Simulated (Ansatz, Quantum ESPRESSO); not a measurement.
# Predicting the next point of a tunnelling series: vacuum gaps between two Cu(111) faces

**Set-up.** Quantum ESPRESSO 7.5 (pw.x, pwcond.x), PBE, PseudoDojo norm-conserving; geometry as built. T is the transmission per spin at the Fermi level, averaged over the mesh across the current, in a cell of 5.74 Å². The series steps the width of the vacuum gap.

| width (Å) | T |
| --- | --- |
| 3 | 0.533 |
| 4 | 0.17 |
| 5 | 0.0315 |
| 6 | 0.00443 |
| 7 | 0.000565 |
| 8 | 6.59e−5 |

One more run was made and is withheld. What is T at 9 Å?

**Worked estimate.** In the tunnelling regime ln T falls linearly. The last two rows give a slope of ln(0.000565/6.59e−5)/(8 − 7) = 2.149 per Å, so T(9) ≈ 6.59e−5 × exp(−2.149 × 1) = 7.69e−6.

What the calculation gave: T = 7e−6; the estimate is 1.10 times that. The slope over the last interval is 2.241: the same within 8 %. Points of the mesh with over 2.5 times the mean carry 84 % of this T, so the value leans on the mesh. A second code, Ansatz 0.2.0, gives 7.01e−6.

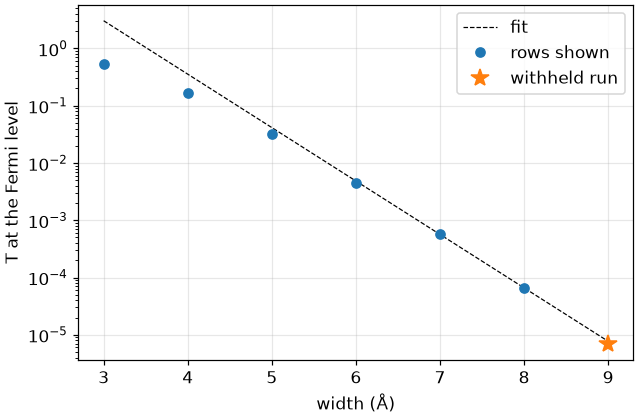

The rows shown, the fit and the withheld run.

**Limits.** Short leads, unrelaxed atoms, a barrier without the image potential and an untested mesh.
